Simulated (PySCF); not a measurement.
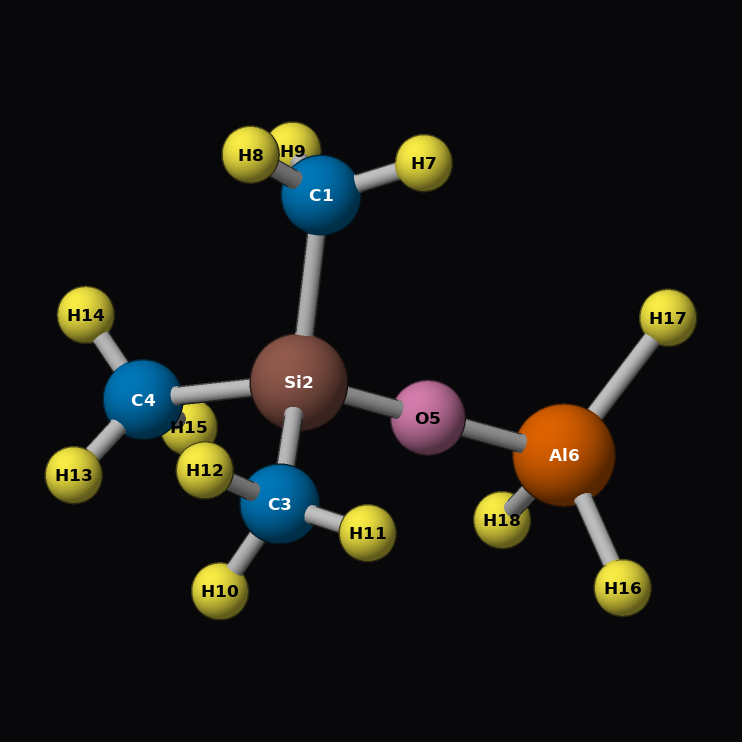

Charge −1, singlet. Geometry: a frame of a GFN2-xTB molecular-dynamics simulation, not a minimum. Properties computed with GIAO PBE0/pcSseg-1 NMR shielding, non-relativistic, gas phase (PySCF 2.14.0). Principal shieldings σ11 ≤ σ22 ≤ σ33, span Ω = σ33 − σ11, skew κ = 3(σiso − σ22)/Ω.

Give the shielding tensors of the Si atoms.

```tsv
atom	σ11	σ22	σ33	σiso	Ω	κ
Si2	329.5	335.7	424.9	363.4	95.4	0.87
```

Shieldings and span in ppm.
